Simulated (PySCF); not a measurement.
# C$_{3}$H$_{9}$NO$_{2}$Si$_{2}$: what the fields show

Input file:

```
{"job": {"kind": "uv", "xc": "B3LYP", "basis": "def2-SVPD", "nstates": 8, "ntriplets": 3}, "charge": 0, "multiplicity": 1}
C      2.426897     1.635438    -0.772768
N      1.768861     0.893352    -0.012784
Si     1.433310    -0.791467     0.095833
Si    -0.831831    -0.900421    -0.362790
C     -1.607881    -2.542777     0.209999
O     -1.234071    -3.616479    -0.192345
O     -1.715142     0.135940     0.523229
C     -1.560545     1.519641     0.651549
H      3.036030     1.286233    -1.609804
H      2.415328     2.711119    -0.611538
H      1.800146    -1.027098     1.497351
H      2.238780    -1.683759    -0.752088
H     -1.164445    -0.756683    -1.793874
H     -2.431652    -2.501217     0.953984
H     -0.505731     1.783142     0.749133
H     -2.104428     1.839741     1.540621
H     -1.970625     2.027323    -0.224434
```

Command:

```sh
OMP_NUM_THREADS=1 python probes_run.py task.json out
```

Geometry: GFN2-xTB.

Level of theory: B3LYP/def2-SVPD, SCF density, gas phase in PySCF.

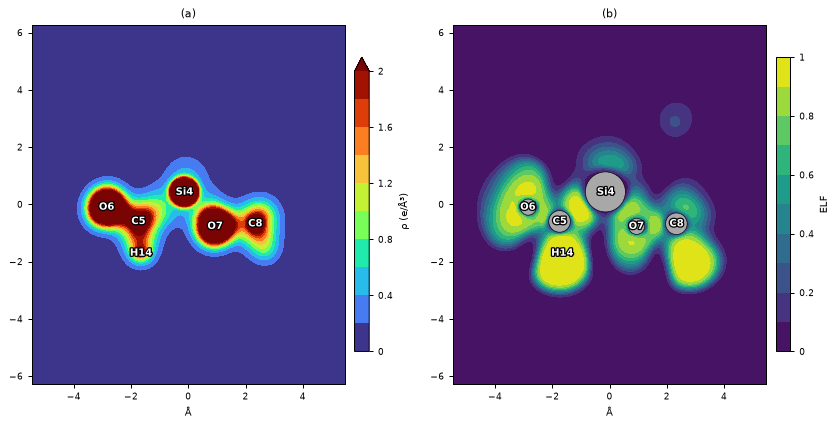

Figure 1. (a) total electron density; (b) ELF on the plane of atoms O6, C5 and H14. Grey discs cover the atomic cores in the ELF map.

> Read the bonding off the picture.

The plane passes through Si, C, O and H nuclei. C–O (1.21 Å): the density is about 3.4 e/Å³ at the midpoint; the ELF peaks at about 0.85 between the atoms (a multiple bond). Si–O (1.62 Å): ρ is about 1.1 e/Å³ halfway; the ELF peaks at about 0.85 between the atoms: a short, strongly polar bond. C–Si (1.90 Å): the density is about 0.96 e/Å³ at the midpoint; the ELF peaks at about 1 between the atoms (a covalent bond). C–H (1.11 Å): ρ at the midpoint is about 1.9 e/Å³; the ELF climbs to about 1 towards the hydrogen, as it does in any bond to H: an ordinary covalent bond to hydrogen. The ELF also peaks beside O7 and O6, away from the bonds: lone-pair regions.

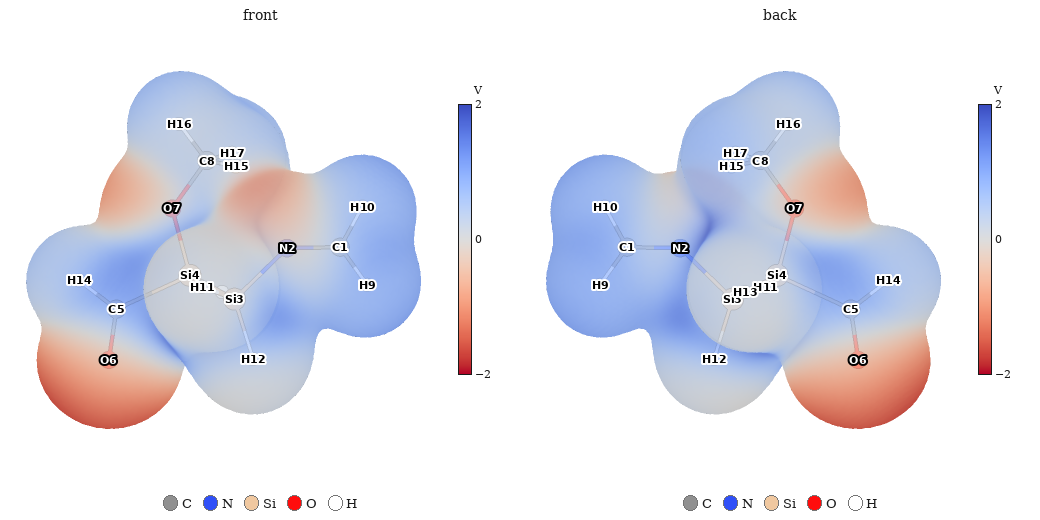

Figure 2. The electrostatic potential painted on the density surface at 0.002 e/bohr³, seen from the front and from behind; the colour scale runs from red (negative) to blue (positive).

> Which sites attract a positive test charge, and which a negative one?

A positive charge is drawn to the negative regions and a negative charge to the positive ones. The most negative region (about −1.6 V) lies over O6, the most positive (about +1.4 V) over Si3 and Si4. O6 is the likeliest acceptor of a hydrogen bond.

> What dipole moment does the calculation give?

Its dipole moment is 3.80 D.
